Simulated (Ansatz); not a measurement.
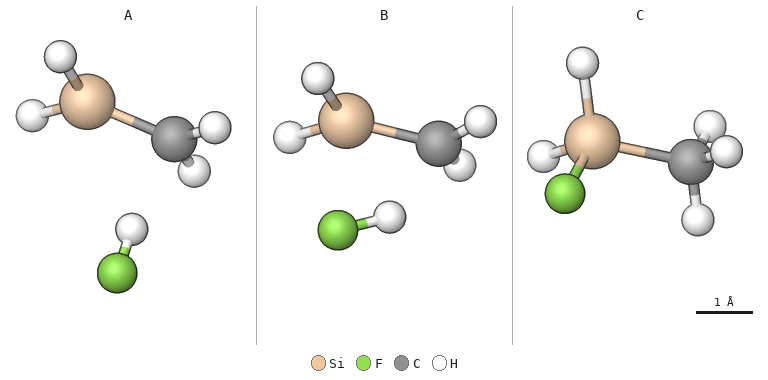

Three geometries of CH$_{5}$FSi: a saddle point and the two minima that it joins, in shuffled order. A ball-and-stick model, seen at a tilt. Sticks join atoms that are closer than about 1.2 times the sum of their covalent radii (a little more with hydrogen).

Stationary points at PBE0-D4/def2-TZVP, single-point energies with CCSD(T)/CBS, RPA@PBE, B2PLYP, wB97X-V, PBE-QIDH, SPW92 (LDA) (def2-TZVPP where no basis is named; Ansatz 0.2.0). The energies are electronic, without zero-point or thermal terms, and both ends are the minima reached downhill from the saddle, with any fragments still in contact. CCSD(T)/CBS stands for a frozen-core estimate: MP2 correlation extrapolated from def2-TZVPP and def2-QZVPP, CCSD(T) minus MP2 from the smaller set.

Question: Which frame is the transition state, what reaction does it lead through, and what barrier is to be expected?

Answer: Frame B is the saddle point. Counted by bonded pieces, C holds CH₅FSi and A holds CH₄Si + HF. From C over the saddle to A, a bond forms: F–H (3.09 → 1.02 → 0.94 Å). Bonds break: F–Si (1.60 → 2.21 → 3.42 Å), C–H (1.09 → 1.80 → 2.04 Å). The saddle has one imaginary mode, 320i cm⁻¹. With CCSD(T)/CBS the barrier is 87.0 kcal/mol from C and 7.1 kcal/mol from A, and A lies 79.9 kcal/mol above C. By Pauling bond orders of the changing bonds the saddle lies closer to A, the higher end, as Hammond's postulate suggests.

```
      level  barrier from C (kcal/mol)  barrier from A (kcal/mol)  A less C (kcal/mol)
CCSD(T)/CBS                       87.0                        7.1                 79.9
    RPA@PBE                       85.5                        7.2                 78.3
     B2PLYP                       86.0                        5.9                 80.1
    wB97X-V                       87.8                        4.0                 83.8
   PBE-QIDH                       88.3                        5.0                 83.2
SPW92 (LDA)                       75.0                       −1.9                 76.9
```

Against CCSD(T)/CBS, wB97X-V comes closest on the barrier from C (+0.8 kcal/mol) and SPW92 (LDA) misses most (−12.0 kcal/mol).
